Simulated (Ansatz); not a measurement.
I$_{2}$Mg$_{5}$S$_{4}$ (Mg5S4 zinc blende ring disc) (charge +1, doublet)

The calculation's input:

```
crystal:
  periodic: [false, false, false]
  atoms:
    - {symbol: S, position_ang: [-2.139132, -1.010092, 1.501951]}
    - {symbol: S, position_ang: [1.131878, -0.887453, -0.322951]}
    - {symbol: S, position_ang: [-1.992247, 1.759492, -1.764382]}
    - {symbol: S, position_ang: [1.122480, 2.233649, 1.126806]}
    - {symbol: Mg, position_ang: [-3.015078, -0.038047, -0.527293]}
    - {symbol: Mg, position_ang: [-0.874254, -2.214395, -0.205873]}
    - {symbol: Mg, position_ang: [-0.123649, 0.245647, 1.677029]}
    - {symbol: Mg, position_ang: [2.889366, 0.604558, 0.712387]}
    - {symbol: Mg, position_ang: [0.256777, 1.389679, -0.996103]}
    - {symbol: I, position_ang: [-2.662336, -2.210727, -2.272643]}
    - {symbol: I, position_ang: [5.406197, 0.127698, 1.071082]}
basis:
  gaussian: {orbitals: def2-SVP, initial_orbitals: start.molden}
total_charge: 1
magnetization: {spin_polarized: true, initial_magnetization: 1}
hamiltonian: {xc: pbe0, dispersion: d4}
scf: {omitted_lower_state_checks: [starts]}
output: {orbitals: {seedname: orbitals}}
```

Run with:

```sh
ansatz run in.yaml --threads 4 --pin off --events-out ev --progress --plain --max-ram 6963MiB
```

Geometry: r2SCAN-D4/def2-SVP; core potentials replace the inner electrons of I.

Computed with UKS PBE0-D4/def2-SVP in Ansatz 0.2.0.

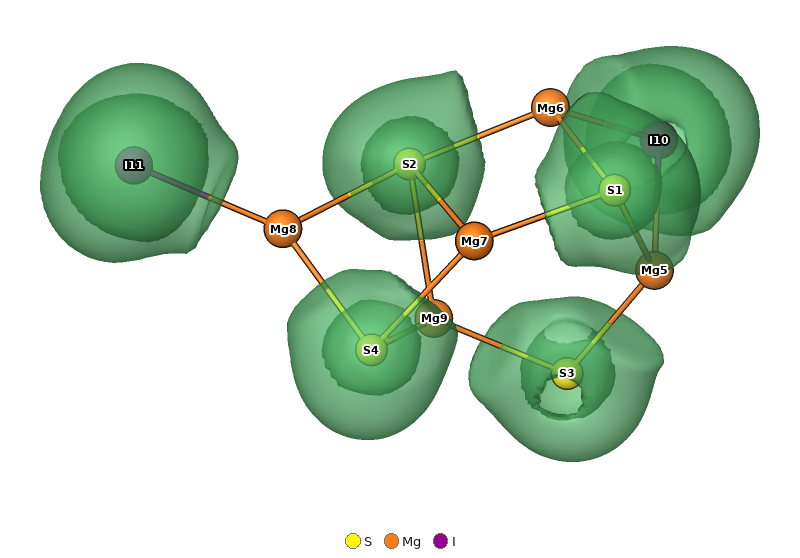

Figure 1. Isosurface of the ELF at 0.75 (green), seen at a tilt. Only the valence region is drawn (cores and ρ < 0.01 e/Å³ removed).

Q: Describe the localisation domains.

A: The surface consists of two regions wrapped around I (the valence shell of each) and four regions wrapped around S (the valence shell of each).


Mg–S (2.38 Å): the ELF peaks at about 0.90 in the valence shell of S, 1.0 Å from its nucleus, and falls to about 0.05 next to Mg; a closed-shell, largely ionic contact. Mg–I (2.59 Å): the ELF peaks at about 0.80 in the valence shell of I, 1.3 Å from its nucleus, and falls to about 0.05 next to Mg: an ionic contact with no shared pair.

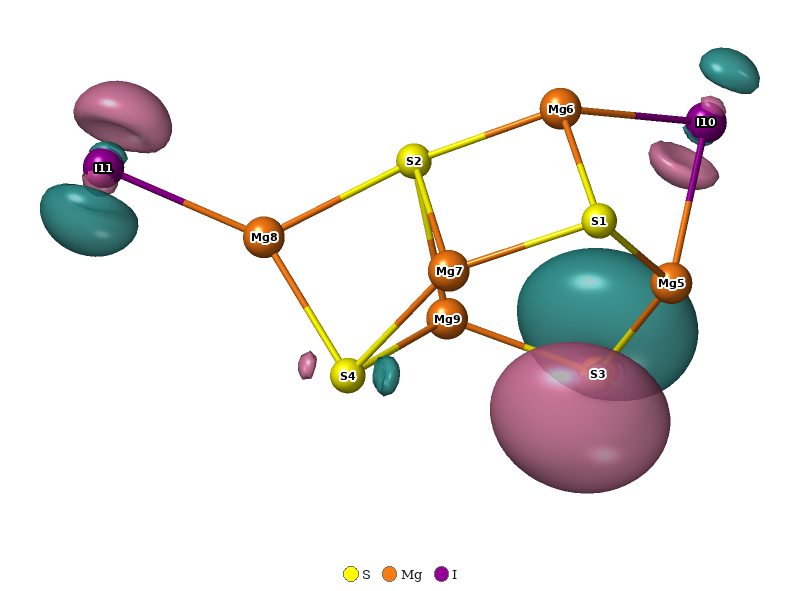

Figure 2. The LUMO (β) at ±0.1 Å⁻³ᐟ² (teal and pink are the two phases), seen at a tilt.

Q: Where does this orbital lie, and at what energy?

A: By Hirshfeld shares it lies mainly on S3 (about 70 %) and I11 (about 10 %). Its energy is −9.04 eV.

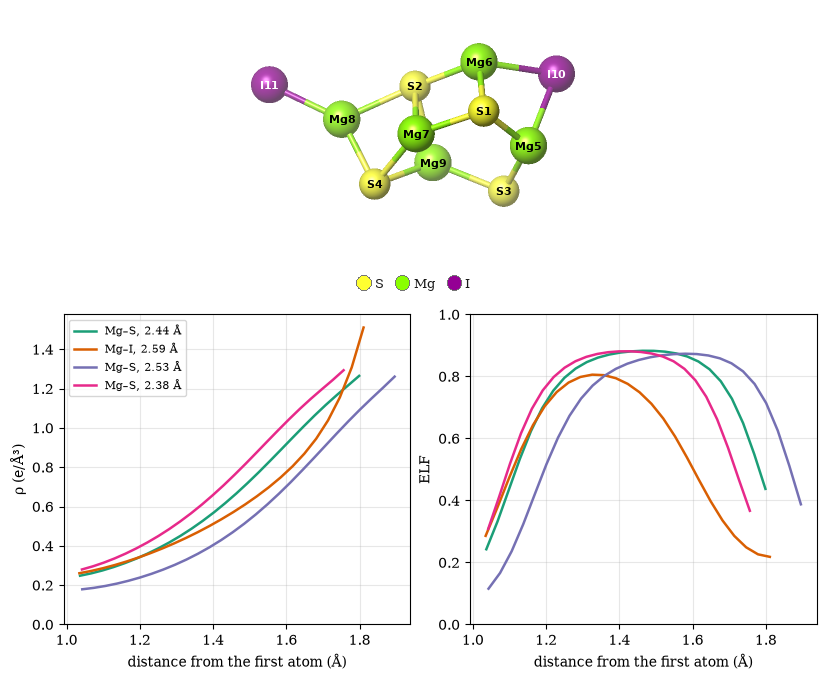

Figure 3. Electron density and ELF along straight lines between neighbouring atoms. The curves leave out the atomic cores. The structure is drawn too.

Q: Compare the contacts.

A: Mg–S (2.44 Å): ρ is about 0.36 e/Å³ halfway; the ELF peaks at about 0.90 in the valence shell of S, 1.0 Å from its nucleus, and falls to about 0.05 next to Mg: a closed-shell, largely ionic contact.
Mg–I (2.59 Å): ρ is about 0.41 e/Å³ halfway; the ELF peaks at about 0.80 in the valence shell of I, 1.3 Å from its nucleus, and falls to about 0.05 next to Mg (an ionic contact with no shared pair).
Mg–S (2.53 Å): ρ at the midpoint is about 0.28 e/Å³; the ELF peaks at about 0.85 in the valence shell of S, 0.9 Å from its nucleus, and falls to about 0.05 next to Mg (an ionic contact with no shared pair).
Mg–S (2.38 Å): ρ at the midpoint is about 0.39 e/Å³; the ELF peaks at about 0.90 in the valence shell of S, 1.0 Å from its nucleus, and falls to about 0.05 next to Mg; a largely ionic contact.

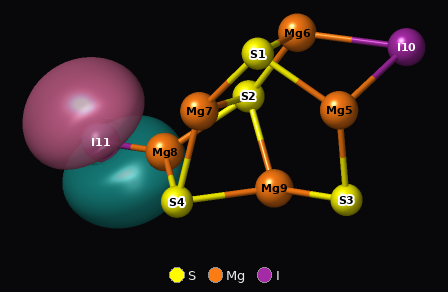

Figure 4. The HOMO (α) at ±0.08 Å⁻³ᐟ² (teal and pink are the two phases), seen at an oblique angle.

Q: Describe this orbital and give its energy.

A: It lies mainly on I11 (about 95 %); largely a lone pair of I11. Its energy is −9.85 eV.
